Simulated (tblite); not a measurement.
**Geometry relaxation of C$_{5}$H$_{8}$Cl$_{2}$OSi (part 2 of 2)**

C$_{5}$H$_{8}$Cl$_{2}$OSi; GFN2-xTB geometry optimisation, gas phase (tblite 0.8.0). It belongs to a series of runs on one base structure; here: H on Si replaced by OCH3.

Geometry of the input (Å):
```
C  2.8392  0.0398  0.3875
O  2.0322  1.2081  0.1989
Si 0.5481  1.2501  0.9242
Cl -0.2098  3.1276  0.5486
C  -0.7142  0.1099  0.1344
C  -0.9962  -1.2022  0.2465
Cl -0.3099  -2.5072  1.2258
C  -2.1046  -1.1548  -0.7665
C  -1.7828  0.3342  -0.9154
H  2.3651  -0.8322  -0.0809
H  3.7940  0.2120  -0.0981
H  3.0147  -0.1591  1.4516
H  0.6398  1.0616  2.3962
H  -3.1120  -1.3715  -0.3930
H  -1.9574  -1.7384  -1.6800
H  -1.4433  0.6283  -1.9028
H  -2.6097  1.0060  -0.6280
```

Trajectory as extended XYZ, continued:
```
17
Properties=species:S:1:pos:R:3:forces:R:3 step=44 energy=-809.02916
C     2.8526    0.0308    0.3829    0.0030  -0.0020   0.0080
O     2.0041    1.1421    0.3992   -0.0080  -0.0110  -0.0120
Si    0.4939    1.2903    0.9666   -0.0030   0.0020  -0.0080
Cl    0.0364    3.1628    0.4372   -0.0010   0.0090   0.0020
C    -0.7218    0.1260    0.1361   -0.0050   0.0130   0.0010
C    -0.9964   -1.1821    0.2209    0.0160   0.0090   0.0100
Cl   -0.3412   -2.4527    1.1529    0.0060  -0.0150  -0.0140
C    -2.1093   -1.1903   -0.7796    0.0070  -0.0110   0.0110
C    -1.8172    0.3255   -0.9022   -0.0040  -0.0030   0.0040
H     2.3713   -0.8204   -0.1029   -0.0070   0.0080   0.0020
H     3.7505    0.3069   -0.1700   -0.0030  -0.0040  -0.0090
H     3.1284   -0.2544    1.3996   -0.0030  -0.0100   0.0150
H     0.4488    1.1275    2.4184   -0.0060   0.0040  -0.0110
H    -3.0878   -1.4425   -0.3754   -0.0090   0.0070  -0.0020
H    -1.9305   -1.7783   -1.6778    0.0130   0.0060  -0.0050
H    -1.4619    0.6462   -1.8784    0.0010  -0.0050   0.0030
H    -2.6268    0.9745   -0.5785    0.0030   0.0030   0.0060
17
Properties=species:S:1:pos:R:3:forces:R:3 step=48 energy=-809.02954
C     2.8485    0.0277    0.3865   -0.0070  -0.0060  -0.0100
O     2.0061    1.1439    0.4035    0.0030  -0.0030  -0.0030
Si    0.4934    1.2943    0.9634    0.0070   0.0160   0.0000
Cl    0.0381    3.1657    0.4283   -0.0010   0.0070   0.0000
C    -0.7197    0.1271    0.1349    0.0100  -0.0040   0.0050
C    -0.9880   -1.1825    0.2177   -0.0150  -0.0010  -0.0020
Cl   -0.3315   -2.4541    1.1474    0.0130  -0.0070  -0.0170
C    -2.1042   -1.1927   -0.7798   -0.0080   0.0250  -0.0070
C    -1.8186    0.3250   -0.8991    0.0070   0.0110   0.0070
H     2.3578   -0.8173   -0.0998   -0.0010  -0.0210   0.0110
H     3.7454    0.2961   -0.1720   -0.0010   0.0040   0.0090
H     3.1255   -0.2608    1.4028   -0.0110   0.0040  -0.0130
H     0.4441    1.1353    2.4148   -0.0070   0.0040   0.0040
H    -3.0823   -1.4453   -0.3739    0.0100  -0.0100  -0.0060
H    -1.9269   -1.7746   -1.6828    0.0090   0.0020   0.0220
H    -1.4671    0.6523   -1.8746   -0.0050  -0.0130   0.0010
H    -2.6275    0.9718   -0.5684   -0.0040  -0.0090  -0.0030
17
Properties=species:S:1:pos:R:3:forces:R:3 step=51 energy=-809.03010
C     2.8400    0.0200    0.3906   -0.0110  -0.0120  -0.0100
O     2.0104    1.1453    0.4147    0.0060   0.0210  -0.0050
Si    0.4935    1.3046    0.9591    0.0050  -0.0080   0.0250
Cl    0.0435    3.1725    0.4096    0.0020   0.0080  -0.0010
C    -0.7134    0.1298    0.1329    0.0080  -0.0160   0.0080
C    -0.9755   -1.1816    0.2115   -0.0070  -0.0100   0.0090
Cl   -0.3106   -2.4573    1.1330    0.0020   0.0250  -0.0370
C    -2.0967   -1.1915   -0.7814    0.0220  -0.0180   0.0300
C    -1.8199    0.3273   -0.8917    0.0020  -0.0080  -0.0080
H     2.3335   -0.8174   -0.0922    0.0140  -0.0320   0.0030
H     3.7355    0.2795   -0.1749   -0.0080  -0.0070   0.0190
H     3.1204   -0.2740    1.4047   -0.0090   0.0150  -0.0210
H     0.4299    1.1522    2.4108   -0.0030   0.0120   0.0060
H    -3.0703   -1.4542   -0.3725   -0.0040  -0.0110  -0.0060
H    -1.9173   -1.7680   -1.6871    0.0020   0.0030   0.0080
H    -1.4795    0.6606   -1.8681    0.0070   0.0120  -0.0210
H    -2.6304    0.9641   -0.5500   -0.0280   0.0250   0.0010
17
Properties=species:S:1:pos:R:3:forces:R:3 step=54 energy=-809.03078
C     2.8281    0.0114    0.3934   -0.0070   0.0040   0.0020
O     2.0149    1.1492    0.4210   -0.0100  -0.0040  -0.0070
Si    0.4949    1.3158    0.9552   -0.0060  -0.0140   0.0070
Cl    0.0488    3.1818    0.3924    0.0080  -0.0170   0.0030
C    -0.7060    0.1313    0.1329   -0.0160   0.0240  -0.0090
C    -0.9632   -1.1814    0.2071    0.0140   0.0190   0.0040
Cl   -0.2864   -2.4612    1.1111    0.0190   0.0010  -0.0070
C    -2.0876   -1.1916   -0.7799   -0.0050  -0.0150  -0.0010
C    -1.8210    0.3294   -0.8835   -0.0150  -0.0040  -0.0040
H     2.3090   -0.8224   -0.0825    0.0130  -0.0100  -0.0110
H     3.7245    0.2596   -0.1747    0.0000  -0.0160  -0.0050
H     3.1102   -0.2839    1.4057   -0.0050   0.0110   0.0120
H     0.4167    1.1710    2.4064    0.0070   0.0180   0.0220
H    -3.0587   -1.4647   -0.3724   -0.0100  -0.0080   0.0070
H    -1.9061   -1.7604   -1.6895    0.0030  -0.0090  -0.0100
H    -1.4902    0.6694   -1.8617    0.0010   0.0130   0.0100
H    -2.6349    0.9587   -0.5320    0.0100   0.0070  -0.0130
17
Properties=species:S:1:pos:R:3:forces:R:3 step=57 energy=-809.03130
C     2.8204    0.0070    0.3947    0.0140  -0.0060   0.0060
O     2.0150    1.1508    0.4195   -0.0180  -0.0380  -0.0090
Si    0.4951    1.3196    0.9549   -0.0030   0.0100   0.0040
Cl    0.0506    3.1840    0.3861    0.0070  -0.0080   0.0020
C    -0.7046    0.1351    0.1323   -0.0130  -0.0030   0.0100
C    -0.9558   -1.1789    0.2058   -0.0130  -0.0050  -0.0230
Cl   -0.2705   -2.4627    1.0968    0.0260   0.0070   0.0090
C    -2.0832   -1.1934   -0.7782   -0.0130   0.0270  -0.0250
C    -1.8234    0.3298   -0.8803   -0.0030   0.0110   0.0010
H     2.2994   -0.8280   -0.0786   -0.0010   0.0190   0.0030
H     3.7189    0.2459   -0.1738    0.0030  -0.0010  -0.0100
H     3.1015   -0.2849    1.4082   -0.0070   0.0020   0.0130
H     0.4140    1.1830    2.4072    0.0120   0.0100   0.0090
H    -3.0543   -1.4710   -0.3716    0.0220  -0.0060   0.0030
H    -1.8993   -1.7576   -1.6909   -0.0050  -0.0070   0.0090
H    -1.4945    0.6749   -1.8576   -0.0060  -0.0040   0.0090
H    -2.6362    0.9585   -0.5255   -0.0040  -0.0060  -0.0120
17
Properties=species:S:1:pos:R:3:forces:R:3 step=60 energy=-809.03199
C     2.8078   -0.0040    0.3997    0.0080  -0.0140   0.0040
O     2.0145    1.1479    0.4259   -0.0090  -0.0130  -0.0100
Si    0.4941    1.3294    0.9554   -0.0030  -0.0110   0.0040
Cl    0.0595    3.1878    0.3650    0.0000   0.0210  -0.0020
C    -0.7014    0.1412    0.1311   -0.0070  -0.0210   0.0290
C    -0.9400   -1.1756    0.1959   -0.0010  -0.0180  -0.0040
Cl   -0.2350   -2.4615    1.0722    0.0080   0.0330  -0.0070
C    -2.0742   -1.1932   -0.7808    0.0220  -0.0030   0.0070
C    -1.8282    0.3327   -0.8727    0.0060   0.0060   0.0050
H     2.2738   -0.8323   -0.0697   -0.0030  -0.0050   0.0120
H     3.7057    0.2195   -0.1765   -0.0020   0.0180   0.0120
H     3.0886   -0.2944    1.4139    0.0070  -0.0100  -0.0030
H     0.4040    1.2112    2.4100    0.0150   0.0030  -0.0170
H    -3.0381   -1.4861   -0.3682    0.0130   0.0080  -0.0050
H    -1.8877   -1.7524   -1.6957   -0.0170   0.0050  -0.0100
H    -1.5091    0.6889   -1.8484    0.0070  -0.0030  -0.0180
H    -2.6416    0.9530   -0.5082   -0.0440   0.0050   0.0030
17
Properties=species:S:1:pos:R:3:forces:R:3 step=64 energy=-809.03285
C     2.7989   -0.0144    0.4036   -0.0170   0.0060  -0.0010
O     2.0097    1.1407    0.4212    0.0030   0.0080   0.0080
Si    0.4926    1.3350    0.9551   -0.0020   0.0260  -0.0150
Cl    0.0669    3.1941    0.3545    0.0050  -0.0070  -0.0010
C    -0.7052    0.1448    0.1383   -0.0150   0.0330  -0.0150
C    -0.9293   -1.1747    0.1895    0.0130   0.0260   0.0000
Cl   -0.2007   -2.4555    1.0501    0.0090  -0.0160   0.0140
C    -2.0660   -1.1933   -0.7825   -0.0130  -0.0050  -0.0110
C    -1.8332    0.3361   -0.8651   -0.0180  -0.0140  -0.0020
H     2.2580   -0.8405   -0.0606    0.0120  -0.0300   0.0050
H     3.6974    0.2022   -0.1743   -0.0030   0.0110   0.0140
H     3.0774   -0.2997    1.4198    0.0100  -0.0100  -0.0040
H     0.4034    1.2343    2.4099    0.0170  -0.0090   0.0030
H    -3.0253   -1.4958   -0.3675   -0.0070   0.0060   0.0070
H    -1.8823   -1.7474   -1.7010   -0.0040   0.0130  -0.0200
H    -1.5150    0.6964   -1.8412   -0.0010  -0.0040   0.0300
H    -2.6543    0.9497   -0.5008    0.0120  -0.0330  -0.0120
17
Properties=species:S:1:pos:R:3:forces:R:3 step=67 energy=-809.03354
C     2.7898   -0.0239    0.4072    0.0080  -0.0010   0.0050
O     2.0059    1.1349    0.4231    0.0030  -0.0110   0.0100
Si    0.4900    1.3423    0.9548    0.0070   0.0180   0.0010
Cl    0.0745    3.1988    0.3417    0.0020   0.0080  -0.0050
C    -0.7102    0.1525    0.1418    0.0050  -0.0010  -0.0110
C    -0.9174   -1.1701    0.1830   -0.0100   0.0020  -0.0100
Cl   -0.1719   -2.4491    1.0340   -0.0030  -0.0010   0.0020
C    -2.0587   -1.1947   -0.7851   -0.0090   0.0090   0.0010
C    -1.8400    0.3369   -0.8598   -0.0050  -0.0080  -0.0060
H     2.2469   -0.8525   -0.0521    0.0220   0.0120   0.0020
H     3.6885    0.1920   -0.1709   -0.0080  -0.0120  -0.0030
H     3.0728   -0.3088    1.4226   -0.0100   0.0060   0.0000
H     0.4047    1.2529    2.4109    0.0070  -0.0120  -0.0050
H    -3.0142   -1.5030   -0.3648    0.0030  -0.0100   0.0010
H    -1.8789   -1.7410   -1.7097    0.0020   0.0130   0.0100
H    -1.5226    0.7031   -1.8332   -0.0030   0.0070   0.0100
H    -2.6662    0.9416   -0.4945   -0.0090  -0.0180  -0.0050
17
Properties=species:S:1:pos:R:3:forces:R:3 step=70 energy=-809.03372
C     2.7866   -0.0273    0.4097    0.0040   0.0010   0.0040
O     2.0072    1.1340    0.4299    0.0030   0.0050  -0.0010
Si    0.4898    1.3474    0.9542   -0.0030  -0.0120  -0.0060
Cl    0.0793    3.2018    0.3321    0.0020   0.0070  -0.0010
C    -0.7085    0.1546    0.1402    0.0020   0.0010   0.0000
C    -0.9121   -1.1688    0.1789    0.0040   0.0000   0.0070
Cl   -0.1626   -2.4473    1.0282   -0.0060   0.0040  -0.0050
C    -2.0559   -1.1948   -0.7861    0.0030  -0.0040   0.0050
C    -1.8423    0.3368   -0.8574   -0.0010   0.0100   0.0040
H     2.2402   -0.8531   -0.0489    0.0040  -0.0050  -0.0050
H     3.6832    0.1850   -0.1721    0.0080  -0.0030  -0.0030
H     3.0712   -0.3147    1.4235   -0.0010   0.0040   0.0130
H     0.4005    1.2599    2.4101    0.0030  -0.0060  -0.0050
H    -3.0084   -1.5083   -0.3635   -0.0030  -0.0080   0.0000
H    -1.8764   -1.7370   -1.7126    0.0030   0.0000  -0.0010
H    -1.5283    0.7086   -1.8292   -0.0050   0.0070  -0.0100
H    -2.6705    0.9354   -0.4882   -0.0160   0.0000   0.0030
17
Properties=species:S:1:pos:R:3:forces:R:3 step=73 energy=-809.03383
C     2.7866   -0.0285    0.4110    0.0020   0.0000  -0.0010
O     2.0068    1.1328    0.4276    0.0040   0.0030  -0.0090
Si    0.4899    1.3479    0.9526    0.0030   0.0040  -0.0040
Cl    0.0793    3.2039    0.3323    0.0070  -0.0090   0.0020
C    -0.7098    0.1559    0.1407   -0.0070   0.0050   0.0000
C    -0.9115   -1.1679    0.1790   -0.0020   0.0070  -0.0020
Cl   -0.1591   -2.4460    1.0253   -0.0030  -0.0010   0.0010
C    -2.0556   -1.1947   -0.7854   -0.0030   0.0010  -0.0060
C    -1.8442    0.3375   -0.8566   -0.0070   0.0000   0.0010
H     2.2424   -0.8557   -0.0479   -0.0040  -0.0010   0.0040
H     3.6837    0.1821   -0.1709    0.0110   0.0030   0.0100
H     3.0685   -0.3132    1.4265    0.0050   0.0010   0.0020
H     0.4042    1.2599    2.4086   -0.0010  -0.0040  -0.0010
H    -3.0079   -1.5107   -0.3635    0.0040  -0.0030  -0.0010
H    -1.8757   -1.7349   -1.7129    0.0050  -0.0070  -0.0010
H    -1.5292    0.7101   -1.8284   -0.0150   0.0000   0.0040
H    -2.6755    0.9335   -0.4890    0.0030   0.0020   0.0040
17
Properties=species:S:1:pos:R:3:forces:R:3 step=76 energy=-809.03399
C     2.7893   -0.0279    0.4117    0.0050   0.0010  -0.0020
O     2.0066    1.1322    0.4215    0.0000  -0.0150  -0.0070
Si    0.4907    1.3467    0.9510    0.0160  -0.0010   0.0080
Cl    0.0799    3.2033    0.3357    0.0050   0.0040  -0.0020
C    -0.7131    0.1580    0.1407   -0.0030  -0.0060  -0.0010
C    -0.9139   -1.1659    0.1798   -0.0080  -0.0020  -0.0110
Cl   -0.1625   -2.4450    1.0263   -0.0030   0.0100  -0.0010
C    -2.0571   -1.1944   -0.7857    0.0010  -0.0010   0.0010
C    -1.8471    0.3384   -0.8575   -0.0060  -0.0140  -0.0050
H     2.2488   -0.8583   -0.0478    0.0080   0.0200   0.0170
H     3.6888    0.1840   -0.1669   -0.0060  -0.0040   0.0180
H     3.0677   -0.3086    1.4299   -0.0030   0.0030  -0.0200
H     0.4114    1.2538    2.4075   -0.0040  -0.0020  -0.0080
H    -3.0089   -1.5120   -0.3636    0.0030   0.0010  -0.0070
H    -1.8752   -1.7357   -1.7125    0.0020   0.0010   0.0050
H    -1.5324    0.7103   -1.8296   -0.0110   0.0010   0.0050
H    -2.6799    0.9331   -0.4916    0.0040   0.0050   0.0100
17
Properties=species:S:1:pos:R:3:forces:R:3 step=79 energy=-809.03428
C     2.7883   -0.0322    0.4165   -0.0020   0.0050   0.0000
O     2.0100    1.1306    0.4196   -0.0080  -0.0050   0.0000
Si    0.4937    1.3510    0.9462   -0.0050  -0.0140  -0.0030
Cl    0.0905    3.2072    0.3257    0.0040   0.0060   0.0000
C    -0.7156    0.1637    0.1391    0.0050  -0.0070  -0.0080
C    -0.9091   -1.1614    0.1746    0.0060  -0.0050   0.0010
Cl   -0.1521   -2.4405    1.0158    0.0080   0.0070   0.0050
C    -2.0539   -1.1950   -0.7876   -0.0010  -0.0020   0.0050
C    -1.8562    0.3395   -0.8534    0.0020   0.0010   0.0020
H     2.2437   -0.8605   -0.0402    0.0120  -0.0020   0.0040
H     3.6904    0.1729   -0.1599   -0.0020   0.0000   0.0040
H     3.0637   -0.3106    1.4356   -0.0040   0.0020  -0.0020
H     0.4106    1.2572    2.4023   -0.0010   0.0050  -0.0040
H    -3.0009   -1.5235   -0.3638   -0.0110   0.0030  -0.0110
H    -1.8680   -1.7321   -1.7160   -0.0050   0.0070  -0.0010
H    -1.5502    0.7195   -1.8248   -0.0040  -0.0010  -0.0050
H    -2.6919    0.9260   -0.4806    0.0060   0.0000   0.0150
17
Properties=species:S:1:pos:R:3:forces:R:3 step=83 energy=-809.03454
C     2.7875   -0.0347    0.4203    0.0050  -0.0140   0.0060
O     2.0100    1.1278    0.4158    0.0050   0.0070  -0.0060
Si    0.4942    1.3516    0.9405   -0.0040   0.0310  -0.0020
Cl    0.0993    3.2109    0.3197    0.0040  -0.0150   0.0020
C    -0.7165    0.1659    0.1357    0.0070   0.0000  -0.0050
C    -0.9051   -1.1598    0.1708   -0.0140  -0.0050  -0.0020
Cl   -0.1393   -2.4346    1.0093    0.0080  -0.0080   0.0060
C    -2.0528   -1.1957   -0.7880   -0.0090   0.0050  -0.0110
C    -1.8629    0.3401   -0.8496    0.0020  -0.0020  -0.0010
H     2.2445   -0.8646   -0.0333   -0.0030  -0.0200  -0.0160
H     3.6925    0.1647   -0.1525    0.0060   0.0160  -0.0090
H     3.0587   -0.3104    1.4407    0.0000   0.0060   0.0240
H     0.4102    1.2617    2.3963   -0.0030   0.0010   0.0070
H    -2.9994   -1.5310   -0.3684    0.0000   0.0010   0.0050
H    -1.8640   -1.7264   -1.7191   -0.0040  -0.0020  -0.0090
H    -1.5650    0.7256   -1.8216   -0.0090  -0.0010   0.0050
H    -2.6989    0.9207   -0.4676    0.0090  -0.0020   0.0050
17
Properties=species:S:1:pos:R:3:forces:R:3 step=86 energy=-809.03476
C     2.7902   -0.0358    0.4236    0.0030  -0.0060   0.0020
O     2.0096    1.1250    0.4106    0.0070  -0.0080  -0.0020
Si    0.4943    1.3521    0.9366    0.0130  -0.0030   0.0010
Cl    0.1085    3.2121    0.3174   -0.0070   0.0060  -0.0040
C    -0.7174    0.1671    0.1313    0.0020  -0.0040   0.0040
C    -0.9060   -1.1587    0.1687   -0.0040  -0.0010   0.0000
Cl   -0.1355   -2.4304    1.0091   -0.0060   0.0010  -0.0080
C    -2.0548   -1.1959   -0.7894    0.0010  -0.0040  -0.0020
C    -1.8686    0.3404   -0.8486    0.0010  -0.0040   0.0010
H     2.2521   -0.8696   -0.0307    0.0060   0.0010  -0.0030
H     3.6976    0.1658   -0.1459   -0.0060   0.0050   0.0040
H     3.0567   -0.3065    1.4471   -0.0020   0.0060   0.0030
H     0.4125    1.2594    2.3929   -0.0070   0.0040  -0.0020
H    -3.0008   -1.5355   -0.3719    0.0040   0.0030   0.0080
H    -1.8629   -1.7238   -1.7217   -0.0070   0.0000  -0.0070
H    -1.5793    0.7292   -1.8217   -0.0010   0.0030   0.0040
H    -2.7033    0.9171   -0.4585    0.0020   0.0010   0.0010
17
Properties=species:S:1:pos:R:3:forces:R:3 step=89 energy=-809.03483
C     2.7896   -0.0379    0.4252    0.0000   0.0060  -0.0010
O     2.0107    1.1241    0.4096   -0.0040   0.0000   0.0000
Si    0.4957    1.3534    0.9351   -0.0050  -0.0060  -0.0040
Cl    0.1097    3.2134    0.3144   -0.0030  -0.0030  -0.0030
C    -0.7165    0.1672    0.1308   -0.0020   0.0010   0.0010
C    -0.9047   -1.1586    0.1672    0.0090   0.0000  -0.0030
Cl   -0.1315   -2.4297    1.0056   -0.0040  -0.0080  -0.0040
C    -2.0541   -1.1963   -0.7901    0.0000   0.0020   0.0020
C    -1.8697    0.3402   -0.8469    0.0000   0.0050   0.0020
H     2.2509   -0.8711   -0.0294    0.0070  -0.0010   0.0030
H     3.6968    0.1633   -0.1442    0.0070  -0.0020   0.0040
H     3.0543   -0.3062    1.4498    0.0010  -0.0020  -0.0020
H     0.4111    1.2624    2.3913   -0.0030   0.0050  -0.0020
H    -2.9990   -1.5374   -0.3715    0.0020   0.0010   0.0040
H    -1.8627   -1.7221   -1.7239   -0.0070   0.0010   0.0020
H    -1.5834    0.7317   -1.8197    0.0030   0.0020  -0.0010
H    -2.7042    0.9155   -0.4541    0.0000  -0.0010   0.0020
```

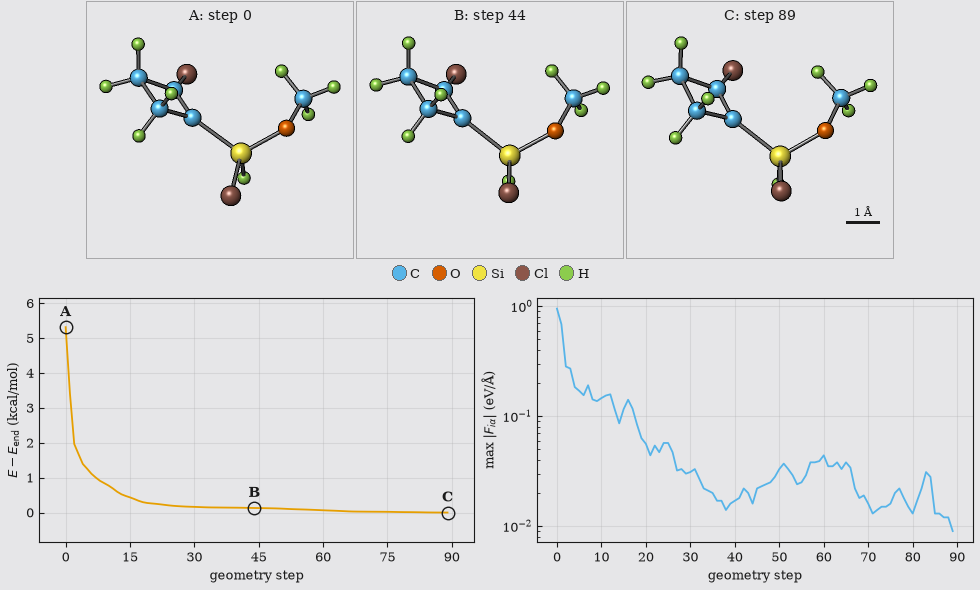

Fig. 1: Frames of the relaxation (ball-and-stick view, seen at a tilt) above the curves, on which the letters mark them (steps are counted from 0).

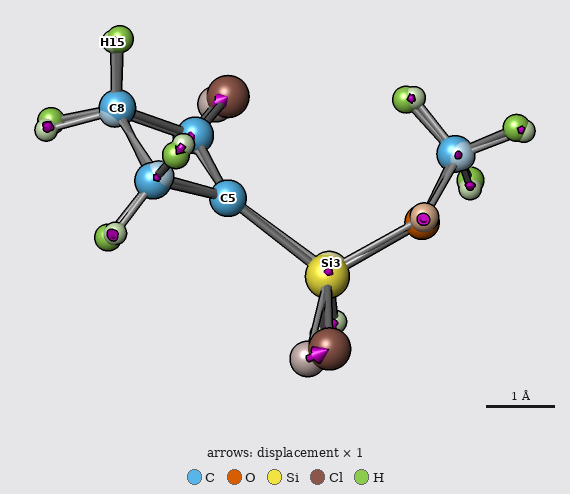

Fig. 2: Start (faint) and end (solid) with the displacements as pink arrows, at true length (ball-and-stick view, seen at a tilt). The two geometries are laid on each other by the best rigid fit. Over 89 geometry steps the energy falls by 5.31 kcal/mol. Largest force component: 0.95 eV/Å at the start, 0.009 eV/Å at the end. Cl4 moves most after the best rigid fit: 0.41 Å. By element the largest moves are Cl 0.41 Å, H 0.31 Å, O 0.23 Å, C 0.13 Å, Si 0.12 Å. Among the contacts that change: C6–Cl7 1.770 → 1.708 Å, Si3–Cl4 2.059 → 1.998 Å, C1–O2 1.432 → 1.399 Å, O2–Si3 1.652 → 1.620 Å. Among the angles that change: C1–O2–Si3 118.0° → 129.4°, Cl4–Si3–C5 103.3° → 109.3°, O2–Si3–Cl4 105.9° → 102.2°. (Atoms are counted from 1 in the order of the input.)
